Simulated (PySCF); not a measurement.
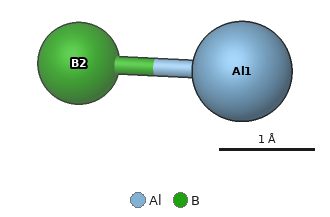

Figure 1. The structure (ball-and-stick view, seen at a tilt; atoms are numbered from 1 in the order of the input). Sticks mark near contacts. Bond lengths as drawn: Al–B 1.81 Å.

**AlB (charge −1): single-point calculation**

- system: AlB, charge −1, multiplicity 2
- method: UHF/jorge-dzp-dkh, ccsd(t) (PySCF 2.14.0)

The run did not end well.

**Input**
```python
from pyscf import gto, scf, cc

mol = gto.M(
    atom='Al 0 0 0; B 0 0 1.809',
    basis='jorge-dzp-dkh',
    charge=-1,
    spin=1,
    verbose=4,
)
mf = scf.UHF(mol)
mf = mf.sfx2c1e()
mf = mf.density_fit(auxbasis='def2-universal-jkfit')
mf.kernel()
mycc = cc.CCSD(mf)
mycc.kernel()
mycc.ccsd_t()
mf.dip_moment()
print('orbital energies (hartree):', [e[max(0, n-3):n+3].round(4) for e, n in zip(mf.mo_energy, mol.nelec)])
```

Run on 1 CPU thread, shared host.

Launch command:
```bash
OMP_NUM_THREADS=1 python input.py
```

**What the program printed**
```
PySCF version 2.14.0

[INPUT] verbose = 4
[INPUT] num. atoms = 2
[INPUT] num. electrons = 19
[INPUT] charge = -1
[INPUT] spin (= nelec alpha-beta = 2S) = 1
[INPUT] symmetry False subgroup None
[INPUT] Mole.unit = angstrom
[INPUT] Symbol           X                Y                Z      unit          X                Y                Z       unit  Magmom
[INPUT]  1 Al     0.000000000000   0.000000000000   0.000000000000 AA    0.000000000000   0.000000000000   0.000000000000 Bohr   0.0
[INPUT]  2 B      0.000000000000   0.000000000000   1.809000000000 AA    0.000000000000   0.000000000000   3.418514559338 Bohr   0.0

nuclear repulsion = 19.0141065283582
number of shells = 19
number of NR pGTOs = 73
number of NR cGTOs = 39
basis = jorge-dzp-dkh
ecp = {}

******** <class 'pyscf.df.df_jk.DFsfX2C1eUHF'> ********
method = DFsfX2C1eUHF
initial guess = minao
damping factor = 0
level_shift factor = 0
DIIS = <class 'pyscf.scf.diis.CDIIS'>
diis_start_cycle = 1
diis_space = 8
diis_damp = 0
SCF conv_tol = 1e-09
SCF conv_tol_grad = None
SCF max_cycles = 50
direct_scf = False
number electrons alpha = 10  beta = 9

******** <class 'pyscf.x2c.sfx2c1e.SpinFreeX2CHelper'> ********
approx = 1e
xuncontract = 1
Set gradient conv threshold to 3.16228e-05
******** <class 'pyscf.df.df.DF'> ********
auxbasis = def2-universal-jkfit
init E= -266.984887636092
  alpha nocc = 10  HOMO = -0.0803780916449069  LUMO = -0.0275552973464591

WARN: beta  nocc = 9  HOMO -0.0803780916504305 >= LUMO -0.0803780916449069

WARN: HOMO -0.0803780916449069 >= LUMO -0.0803780916449069

cycle= 1 E= -266.820079786487  delta_E= 0.165  |g|= 0.0911  |ddm|= 0.977
  alpha nocc = 10  HOMO = -0.0189868843855272  LUMO = 0.230815850359209
  beta  nocc = 9  HOMO = -0.00543234106967816  LUMO = 0.221685552644297
  HOMO = -0.00543234106968  LUMO = 0.221685552644  gap/eV = 6.18019
cycle= 2 E= -266.832284826401  delta_E= -0.0122  |g|= 0.0431  |ddm|= 0.357
  alpha nocc = 10  HOMO = -0.043788831287252  LUMO = 0.219915552276589
  beta  nocc = 9  HOMO = -0.0302927553301657  LUMO = 0.200450345388053
  HOMO = -0.0302927553302  LUMO = 0.200450345388  gap/eV = 6.27884
cycle= 3 E= -266.835363392527  delta_E= -0.00308  |g|= 0.0272  |ddm|= 0.106
  alpha nocc = 10  HOMO = -0.0434215684355608  LUMO = 0.219751765633117
  beta  nocc = 9  HOMO = -0.0296758748944868  LUMO = 0.204579688958204
  HOMO = -0.0296758748945  LUMO = 0.204579688958  gap/eV = 6.37442
cycle= 4 E= -266.837261331511  delta_E= -0.0019  |g|= 0.0135  |ddm|= 0.0866
  alpha nocc = 10  HOMO = -0.0430927182609547  LUMO = 0.222067329549858
  beta  nocc = 9  HOMO = -0.0280667693802386  LUMO = 0.207724125229188
  HOMO = -0.0280667693802  LUMO = 0.207724125229  gap/eV = 6.41620
cycle= 5 E= -266.838266685591  delta_E= -0.00101  |g|= 0.0104  |ddm|= 0.0567
  alpha nocc = 10  HOMO = -0.0441362035790484  LUMO = 0.221756786207594
  beta  nocc = 9  HOMO = -0.0268942484894268  LUMO = 0.211973116482449
  HOMO = -0.0268942484894  LUMO = 0.211973116482  gap/eV = 6.49991
cycle= 6 E= -266.839226811614  delta_E= -0.00096  |g|= 0.00972  |ddm|= 0.0586
  alpha nocc = 10  HOMO = -0.0444936479602448  LUMO = 0.221557640137137
  beta  nocc = 9  HOMO = -0.0262657414885723  LUMO = 0.213214034542121
  HOMO = -0.0262657414886  LUMO = 0.213214034542  gap/eV = 6.51658
cycle= 7 E= -266.839563571346  delta_E= -0.000337  |g|= 0.0102  |ddm|= 0.0198
  alpha nocc = 10  HOMO = -0.0431206718891079  LUMO = 0.222089304543421
  beta  nocc = 9  HOMO = -0.0289082387132069  LUMO = 0.211355196941785
  HOMO = -0.0289082387132  LUMO = 0.211355196942  gap/eV = 6.53790
cycle= 8 E= -266.838572923288  delta_E= 0.000991  |g|= 0.00726  |ddm|= 0.0737
  alpha nocc = 10  HOMO = -0.0409007753019868  LUMO = 0.222415968601216
  beta  nocc = 9  HOMO = -0.0325693781584064  LUMO = 0.208196171465679
  HOMO = -0.0325693781584  LUMO = 0.208196171466  gap/eV = 6.55156
cycle= 9 E= -266.837925835311  delta_E= 0.000647  |g|= 0.00363  |ddm|= 0.105
  alpha nocc = 10  HOMO = -0.0399404273770682  LUMO = 0.222175443011611
  beta  nocc = 9  HOMO = -0.0322592446369185  LUMO = 0.206490395006008
  HOMO = -0.0322592446369  LUMO = 0.206490395006  gap/eV = 6.49671
cycle= 10 E= -266.837908934235  delta_E= 1.69e-05  |g|= 0.00225  |ddm|= 0.0335
  alpha nocc = 10  HOMO = -0.0393270618393605  LUMO = 0.221957945732752
  beta  nocc = 9  HOMO = -0.0314242231153941  LUMO = 0.205494441605845
  HOMO = -0.0314242231154  LUMO = 0.205494441606  gap/eV = 6.44689
cycle= 11 E= -266.837950633306  delta_E= -4.17e-05  |g|= 0.00156  |ddm|= 0.0166
  alpha nocc = 10  HOMO = -0.0395218534387433  LUMO = 0.221754386892429
  beta  nocc = 9  HOMO = -0.0309531113561547  LUMO = 0.20591816357321
  HOMO = -0.0309531113562  LUMO = 0.205918163573  gap/eV = 6.44560
cycle= 12 E= -266.837971069656  delta_E= -2.04e-05  |g|= 0.00121  |ddm|= 0.0105
  alpha nocc = 10  HOMO = -0.0396362263150086  LUMO = 0.221681129361655
  beta  nocc = 9  HOMO = -0.03035722190954  LUMO = 0.205977674082973
  HOMO = -0.0303572219095  LUMO = 0.205977674083  gap/eV = 6.43100
cycle= 13 E= -266.837988718791  delta_E= -1.76e-05  |g|= 0.00112  |ddm|= 0.0101
  alpha nocc = 10  HOMO = -0.039747178939487  LUMO = 0.221643221258078
  beta  nocc = 9  HOMO = -0.030175908416922  LUMO = 0.205857724462864
  HOMO = -0.0301759084169  LUMO = 0.205857724463  gap/eV = 6.42280
cycle= 14 E= -266.837993318596  delta_E= -4.6e-06  |g|= 0.00112  |ddm|= 0.00256
  alpha nocc = 10  HOMO = -0.039661021821337  LUMO = 0.221648558996612
  beta  nocc = 9  HOMO = -0.0302774662282417  LUMO = 0.20585009366228
  HOMO = -0.0302774662282  LUMO = 0.205850093662  gap/eV = 6.42536
cycle= 15 E= -266.837990345662  delta_E= 2.97e-06  |g|= 0.00111  |ddm|= 0.0016
  alpha nocc = 10  HOMO = -0.038561836527363  LUMO = 0.221755733494632
  beta  nocc = 9  HOMO = -0.0318560426056678  LUMO = 0.2059645535383
  HOMO = -0.0318560426057  LUMO = 0.205964553538  gap/eV = 6.47143
cycle= 16 E= -266.83795010788  delta_E= 4.02e-05  |g|= 0.00105  |ddm|= 0.0222
  alpha nocc = 10  HOMO = -0.0352452771571932  LUMO = 0.222230541824474
  beta  nocc = 9  HOMO = -0.0380750410359193  LUMO = 0.206552244161611
  HOMO = -0.0352452771572  LUMO = 0.206552244162  gap/eV = 6.57965
cycle= 17 E= -266.837824115703  delta_E= 0.000126  |g|= 0.00111  |ddm|= 0.0755
  alpha nocc = 10  HOMO = -0.0367754841102267  LUMO = 0.222069049392654
  beta  nocc = 9  HOMO = -0.0358249243835222  LUMO = 0.206536895454186
  HOMO = -0.0358249243835  LUMO = 0.206536895454  gap/eV = 6.59500
cycle= 18 E= -266.837873256114  delta_E= -4.91e-05  |g|= 0.00112  |ddm|= 0.0304
  alpha nocc = 10  HOMO = -0.0466478391385877  LUMO = 0.221241176353981
  beta  nocc = 9  HOMO = -0.0280671609955334  LUMO = 0.206506904133363
  HOMO = -0.0280671609955  LUMO = 0.206506904133  gap/eV = 6.38309
cycle= 19 E= -266.83813979766  delta_E= -0.000267  |g|= 0.00209  |ddm|= 0.143
  alpha nocc = 10  HOMO = -0.0340256955368648  LUMO = 0.222819372553421
  beta  nocc = 9  HOMO = -0.0485635444500918  LUMO = 0.20754708100568
  HOMO = -0.0340256955369  LUMO = 0.207547081006  gap/eV = 6.57353
cycle= 20 E= -266.837650029122  delta_E= 0.00049  |g|= 0.00276  |ddm|= 0.259
  alpha nocc = 10  HOMO = -0.0417442517873344  LUMO = 0.221673515320324
  beta  nocc = 9  HOMO = -0.032032803643105  LUMO = 0.206644009148227
  HOMO = -0.0320328036431  LUMO = 0.206644009148  gap/eV = 6.49473
cycle= 21 E= -266.837991406319  delta_E= -0.000341  |g|= 0.00166  |ddm|= 0.187
  alpha nocc = 10  HOMO = -0.0398552080880313  LUMO = 0.221923338349985
  beta  nocc = 9  HOMO = -0.0346246870624645  LUMO = 0.206842183795075
  HOMO = -0.0346246870625  LUMO = 0.206842183795  gap/eV = 6.57065
cycle= 22 E= -266.837928675447  delta_E= 6.27e-05  |g|= 0.00168  |ddm|= 0.0345
  alpha nocc = 10  HOMO = -0.0377276008433058  LUMO = 0.222208737453953
  beta  nocc = 9  HOMO = -0.0387841404624882  LUMO = 0.207001642739453
  HOMO = -0.0377276008433  LUMO = 0.207001642739  gap/eV = 6.65942
cycle= 23 E= -266.837845359012  delta_E= 8.33e-05  |g|= 0.00193  |ddm|= 0.0486
  alpha nocc = 10  HOMO = -0.0358875215939091  LUMO = 0.222438808600879
  beta  nocc = 9  HOMO = -0.0422428509970842  LUMO = 0.207050272342857
  HOMO = -0.0358875215939  LUMO = 0.207050272343  gap/eV = 6.61067
cycle= 24 E= -266.837777191042  delta_E= 6.82e-05  |g|= 0.00206  |ddm|= 0.0409
  alpha nocc = 10  HOMO = -0.0405454768802217  LUMO = 0.221966188896063
  beta  nocc = 9  HOMO = -0.0353335653866552  LUMO = 0.207017015768914
  HOMO = -0.0353335653867  LUMO = 0.207017015769  gap/eV = 6.59470
cycle= 25 E= -266.837922558784  delta_E= -0.000145  |g|= 0.00213  |ddm|= 0.0887
  alpha nocc = 10  HOMO = -0.038811387920409  LUMO = 0.222169429221569
  beta  nocc = 9  HOMO = -0.0378028038094287  LUMO = 0.207163131966814
  HOMO = -0.0378028038094  LUMO = 0.207163131967  gap/eV = 6.66586
cycle= 26 E= -266.837868621036  delta_E= 5.39e-05  |g|= 0.00217  |ddm|= 0.0326
  alpha nocc = 10  HOMO = -0.0414632119986182  LUMO = 0.221809490449026
  beta  nocc = 9  HOMO = -0.0328125345308194  LUMO = 0.206700478025706
  HOMO = -0.0328125345308  LUMO = 0.206700478026  gap/eV = 6.51748
cycle= 27 E= -266.837972351689  delta_E= -0.000104  |g|= 0.00178  |ddm|= 0.0577
  alpha nocc = 10  HOMO = -0.0397122697116077  LUMO = 0.221962276696183
  beta  nocc = 9  HOMO = -0.0348004205008802  LUMO = 0.206724337870364
  HOMO = -0.0348004205009  LUMO = 0.20672433787  gap/eV = 6.57222
cycle= 28 E= -266.837919313681  delta_E= 5.3e-05  |g|= 0.0016  |ddm|= 0.0306
  alpha nocc = 10  HOMO = -0.0346169311385845  LUMO = 0.222761601929507
  beta  nocc = 9  HOMO = -0.0467105570856892  LUMO = 0.207567375691808
  HOMO = -0.0346169311386  LUMO = 0.207567375692  gap/eV = 6.59017
cycle= 29 E= -266.83768483824  delta_E= 0.000234  |g|= 0.00275  |ddm|= 0.131
  alpha nocc = 10  HOMO = -0.0406429181316124  LUMO = 0.221914369223437
  beta  nocc = 9  HOMO = -0.0343607367619754  LUMO = 0.206901516233821
  HOMO = -0.034360736762  LUMO = 0.206901516234  gap/eV = 6.56508
cycle= 30 E= -266.837937001767  delta_E= -0.000252  |g|= 0.0019  |ddm|= 0.142
  alpha nocc = 10  HOMO = -0.0390449023846583  LUMO = 0.222087008873065
  beta  nocc = 9  HOMO = -0.0361324983628963  LUMO = 0.20694093616077
  HOMO = -0.0361324983629  LUMO = 0.206940936161  gap/eV = 6.61437
cycle= 31 E= -266.837891353223  delta_E= 4.56e-05  |g|= 0.00188  |ddm|= 0.027
  alpha nocc = 10  HOMO = -0.0380282489581695  LUMO = 0.222169799545858
  beta  nocc = 9  HOMO = -0.0373900169732702  LUMO = 0.206818830012203
  HOMO = -0.0373900169733  LUMO = 0.206818830012  gap/eV = 6.64526
cycle= 32 E= -266.837863014998  delta_E= 2.83e-05  |g|= 0.00178  |ddm|= 0.0177
  alpha nocc = 10  HOMO = -0.0386063615277539  LUMO = 0.222132827669944
  beta  nocc = 9  HOMO = -0.037159931835961  LUMO = 0.207034294497405
  HOMO = -0.037159931836  LUMO = 0.207034294497  gap/eV = 6.64486
cycle= 33 E= -266.83787240312  delta_E= -9.39e-06  |g|= 0.00193  |ddm|= 0.00702
  alpha nocc = 10  HOMO = -0.0440010379336805  LUMO = 0.221581212927084
  beta  nocc = 9  HOMO = -0.0312480861326847  LUMO = 0.206789461219006
  HOMO = -0.0312480861327  LUMO = 0.206789461219  gap/eV = 6.47733
cycle= 34 E= -266.838031386848  delta_E= -0.000159  |g|= 0.00222  |ddm|= 0.0921
  alpha nocc = 10  HOMO = -0.0400014525282699  LUMO = 0.221991559103081
  beta  nocc = 9  HOMO = -0.0353397102236803  LUMO = 0.206981791952209
  HOMO = -0.0353397102237  LUMO = 0.206981791952  gap/eV = 6.59390
cycle= 35 E= -266.837915206725  delta_E= 0.000116  |g|= 0.00194  |ddm|= 0.0666
  alpha nocc = 10  HOMO = -0.0398127614555348  LUMO = 0.221998851513602
  beta  nocc = 9  HOMO = -0.035080953840857  LUMO = 0.206895690071929
  HOMO = -0.0350809538409  LUMO = 0.206895690072  gap/eV = 6.58452
cycle= 36 E= -266.837917368174  delta_E= -2.16e-06  |g|= 0.00182  |ddm|= 0.00139
  alpha nocc = 10  HOMO = -0.0405372810130488  LUMO = 0.221993452591307
  beta  nocc = 9  HOMO = -0.0350823518785691  LUMO = 0.206985391202149
  HOMO = -0.0350823518786  LUMO = 0.206985391202  gap/eV = 6.58700
cycle= 37 E= -266.837924377575  delta_E= -7.01e-06  |g|= 0.00201  |ddm|= 0.00682
  alpha nocc = 10  HOMO = -0.0324749668516798  LUMO = 0.223437957956883
  beta  nocc = 9  HOMO = -0.0609293900938314  LUMO = 0.207465789980981
  HOMO = -0.0324749668517  LUMO = 0.207465789981  gap/eV = 6.52912
cycle= 38 E= -266.837286207307  delta_E= 0.000638  |g|= 0.00467  |ddm|= 0.26
  alpha nocc = 10  HOMO = -0.040539535168637  LUMO = 0.221936665919513
  beta  nocc = 9  HOMO = -0.034452966749303  LUMO = 0.206741573130296
  HOMO = -0.0344529667493  LUMO = 0.20674157313  gap/eV = 6.56324
cycle= 39 E= -266.837934075014  delta_E= -0.000648  |g|= 0.00174  |ddm|= 0.263
  alpha nocc = 10  HOMO = -0.036475802064079  LUMO = 0.222426624025963
  beta  nocc = 9  HOMO = -0.0409646925380232  LUMO = 0.207071264817509
  HOMO = -0.0364758020641  LUMO = 0.207071264818  gap/eV = 6.62725
cycle= 40 E= -266.837794626244  delta_E= 0.000139  |g|= 0.00192  |ddm|= 0.0841
  alpha nocc = 10  HOMO = -0.0387208907700616  LUMO = 0.222190394846607
  beta  nocc = 9  HOMO = -0.0373151295610488  LUMO = 0.207255178678526
  HOMO = -0.037315129561  LUMO = 0.207255178679  gap/eV = 6.65510
cycle= 41 E= -266.837869861562  delta_E= -7.52e-05  |g|= 0.00199  |ddm|= 0.0462
  alpha nocc = 10  HOMO = -0.0446388769588059  LUMO = 0.221555550425277
  beta  nocc = 9  HOMO = -0.0306408910996936  LUMO = 0.206777373740302
  HOMO = -0.0306408910997  LUMO = 0.20677737374  gap/eV = 6.46048
cycle= 42 E= -266.838051588588  delta_E= -0.000182  |g|= 0.00218  |ddm|= 0.101
  alpha nocc = 10  HOMO = -0.036903574722355  LUMO = 0.222428375900288
  beta  nocc = 9  HOMO = -0.0408683000694809  LUMO = 0.20711278413561
  HOMO = -0.0369035747224  LUMO = 0.207112784136  gap/eV = 6.64002
cycle= 43 E= -266.837800500725  delta_E= 0.000251  |g|= 0.00218  |ddm|= 0.14
  alpha nocc = 10  HOMO = -0.0357804307908371  LUMO = 0.222620936544777
  beta  nocc = 9  HOMO = -0.0439490727022553  LUMO = 0.207246364065873
  HOMO = -0.0357804307908  LUMO = 0.207246364066  gap/eV = 6.61310
cycle= 44 E= -266.837742611697  delta_E= 5.79e-05  |g|= 0.00248  |ddm|= 0.0321
  alpha nocc = 10  HOMO = -0.0364867708082839  LUMO = 0.222496647295995
  beta  nocc = 9  HOMO = -0.0420449638517136  LUMO = 0.207178859475264
  HOMO = -0.0364867708083  LUMO = 0.207178859475  gap/eV = 6.63048
cycle= 45 E= -266.837778763208  delta_E= -3.62e-05  |g|= 0.00233  |ddm|= 0.0207
  alpha nocc = 10  HOMO = -0.0362198112025787  LUMO = 0.222519723562487
  beta  nocc = 9  HOMO = -0.0425798501020235  LUMO = 0.207172561617323
  HOMO = -0.0362198112026  LUMO = 0.207172561617  gap/eV = 6.62304
cycle= 46 E= -266.83776890057  delta_E= 9.86e-06  |g|= 0.00235  |ddm|= 0.00608
  alpha nocc = 10  HOMO = -0.0374947975894972  LUMO = 0.222261482517325
  beta  nocc = 9  HOMO = -0.0389747583726325  LUMO = 0.206963617261175
  HOMO = -0.0374947975895  LUMO = 0.206963617261  gap/eV = 6.65205
cycle= 47 E= -266.837837140281  delta_E= -6.82e-05  |g|= 0.00199  |ddm|= 0.0391
  alpha nocc = 10  HOMO = -0.0360461280541562  LUMO = 0.222477145006218
  beta  nocc = 9  HOMO = -0.0425298109227119  LUMO = 0.207161014609299
  HOMO = -0.0360461280542  LUMO = 0.207161014609  gap/eV = 6.61800
cycle= 48 E= -266.837770722248  delta_E= 6.64e-05  |g|= 0.00226  |ddm|= 0.0393
  alpha nocc = 10  HOMO = -0.037992743254191  LUMO = 0.222253963732651
  beta  nocc = 9  HOMO = -0.0387281445508971  LUMO = 0.207047936655054
  HOMO = -0.0379927432542  LUMO = 0.207047936655  gap/eV = 6.66790
cycle= 49 E= -266.837845057203  delta_E= -7.43e-05  |g|= 0.00206  |ddm|= 0.0445
  alpha nocc = 10  HOMO = -0.0381041051910302  LUMO = 0.22220457497673
  beta  nocc = 9  HOMO = -0.038068561700289  LUMO = 0.20688504395732
  HOMO = -0.0380685617003  LUMO = 0.206885043957  gap/eV = 6.66553
cycle= 50 E= -266.837856442292  delta_E= -1.14e-05  |g|= 0.00192  |ddm|= 0.00659
SCF not converged.
SCF energy = -266.837856442292 after 50 cycles  <S^2> = 0.78125722  2S+1 = 2.0310167

******** <class 'pyscf.cc.dfuccsd.UCCSD'> ********
CC2 = 0
CCSD nocc = (np.int64(10), np.int64(9)), nmo = (39, 39)
max_cycle = 50
direct = 0
conv_tol = 1e-07
conv_tol_normt = 1e-06
diis_space = 6
diis_start_cycle = 0
diis_start_energy_diff = 1e+09
Init t2, MP2 energy = -0.221324124161082
Init E_corr(UCCSD) = -0.221331642087355
cycle = 1  E_corr(UCCSD) = -0.236258642975715  dE = -0.0149270009  norm(t1,t2) = 0.12747
cycle = 2  E_corr(UCCSD) = -0.246468302246241  dE = -0.0102096593  norm(t1,t2) = 0.0577117
cycle = 3  E_corr(UCCSD) = -0.248378272892325  dE = -0.00190997065  norm(t1,t2) = 0.0440709
cycle = 4  E_corr(UCCSD) = -0.254286707378597  dE = -0.00590843449  norm(t1,t2) = 0.0295616
cycle = 5  E_corr(UCCSD) = -0.254102932042017  dE = 0.000183775337  norm(t1,t2) = 0.0117804
cycle = 6  E_corr(UCCSD) = -0.254226074246942  dE = -0.000123142205  norm(t1,t2) = 0.0055673
cycle = 7  E_corr(UCCSD) = -0.254372726200266  dE = -0.000146651953  norm(t1,t2) = 0.0032178
cycle = 8  E_corr(UCCSD) = -0.254325792558302  dE = 4.6933642e-05  norm(t1,t2) = 0.00213248
cycle = 9  E_corr(UCCSD) = -0.254365022473697  dE = -3.92299154e-05  norm(t1,t2) = 0.00149239
cycle = 10  E_corr(UCCSD) = -0.254379235439822  dE = -1.42129661e-05  norm(t1,t2) = 0.00065422
cycle = 11  E_corr(UCCSD) = -0.254383185389024  dE = -3.9499492e-06  norm(t1,t2) = 0.00036806
cycle = 12  E_corr(UCCSD) = -0.254373367261588  dE = 9.81812744e-06  norm(t1,t2) = 0.000153467
cycle = 13  E_corr(UCCSD) = -0.254376063375928  dE = -2.69611434e-06  norm(t1,t2) = 8.67509e-05
cycle = 14  E_corr(UCCSD) = -0.254377315793015  dE = -1.25241709e-06  norm(t1,t2) = 4.16212e-05
cycle = 15  E_corr(UCCSD) = -0.254378639114499  dE = -1.32332148e-06  norm(t1,t2) = 2.56096e-05
cycle = 16  E_corr(UCCSD) = -0.254378598178654  dE = 4.09358448e-08  norm(t1,t2) = 1.97014e-05
cycle = 17  E_corr(UCCSD) = -0.254377876530669  dE = 7.21647985e-07  norm(t1,t2) = 1.65596e-05
cycle = 18  E_corr(UCCSD) = -0.254377768026402  dE = 1.08504267e-07  norm(t1,t2) = 1.61645e-05
cycle = 19  E_corr(UCCSD) = -0.254377871799482  dE = -1.0377308e-07  norm(t1,t2) = 1.62655e-05
cycle = 20  E_corr(UCCSD) = -0.25437777362744  dE = 9.81720422e-08  norm(t1,t2) = 1.60777e-05
cycle = 21  E_corr(UCCSD) = -0.254377696863411  dE = 7.67640289e-08  norm(t1,t2) = 1.59098e-05
cycle = 22  E_corr(UCCSD) = -0.254377527656864  dE = 1.69206547e-07  norm(t1,t2) = 1.54884e-05
cycle = 23  E_corr(UCCSD) = -0.254377610792387  dE = -8.31355236e-08  norm(t1,t2) = 1.33089e-05
cycle = 24  E_corr(UCCSD) = -0.254377749042469  dE = -1.38250082e-07  norm(t1,t2) = 9.66289e-06
cycle = 25  E_corr(UCCSD) = -0.254377616394874  dE = 1.32647594e-07  norm(t1,t2) = 5.49643e-06
cycle = 26  E_corr(UCCSD) = -0.254377549855854  dE = 6.65390201e-08  norm(t1,t2) = 2.98363e-06
cycle = 27  E_corr(UCCSD) = -0.254377430318549  dE = 1.19537305e-07  norm(t1,t2) = 2.10358e-06
cycle = 28  E_corr(UCCSD) = -0.254377397524759  dE = 3.27937908e-08  norm(t1,t2) = 1.6155e-06
cycle = 29  E_corr(UCCSD) = -0.254377390573845  dE = 6.95091357e-09  norm(t1,t2) = 1.06515e-06
cycle = 30  E_corr(UCCSD) = -0.254377393942826  dE = -3.36898121e-09  norm(t1,t2) = 4.94111e-07
```

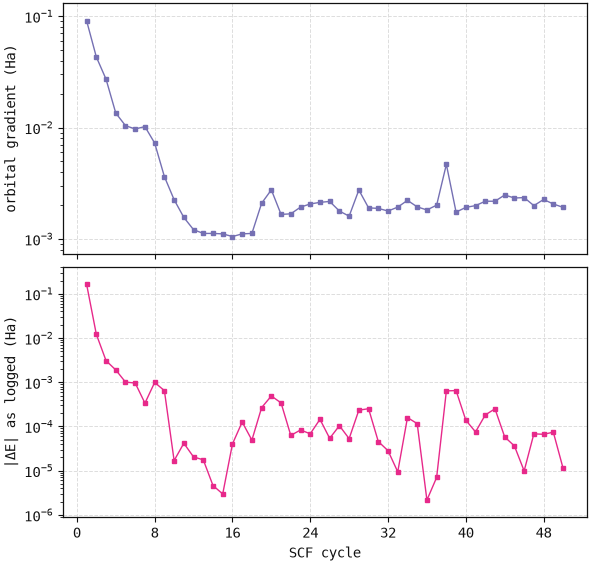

Figure 2. Convergence of the self-consistent field: orbital gradient and size of the energy change against the SCF cycle. The residual stalls near 2 × 10⁻³ and no longer falls.

```
UCCSD converged
E(UCCSD) = -267.0922338362346  E_corr = -0.2543773939428262
UCCSD(T) correction = -0.0150637009763536
Dipole moment(X, Y, Z, Debye): -0.00001,  0.00000, -3.55879
orbital energies (hartree): [array([-0.1096, -0.0849, -0.0381,  0.2084,  0.2579,  0.2808]), array([-0.3465, -0.0924, -0.0381,  0.2069,  0.2222,  0.2821])]
```

**Outcome**

| quantity | value |
| --- | --- |
| outcome | not converged |
| SCF energy | −266.837856 hartree |
| (T) correction | −0.015064 hartree |
| ⟨S²⟩ | 0.781 |
| wall time | 9.8 s |

**What went wrong**

The run did not converge. Its last values are not results. The SCF reached its limit of 50 cycles, and the later steps ran on the unconverged orbitals.
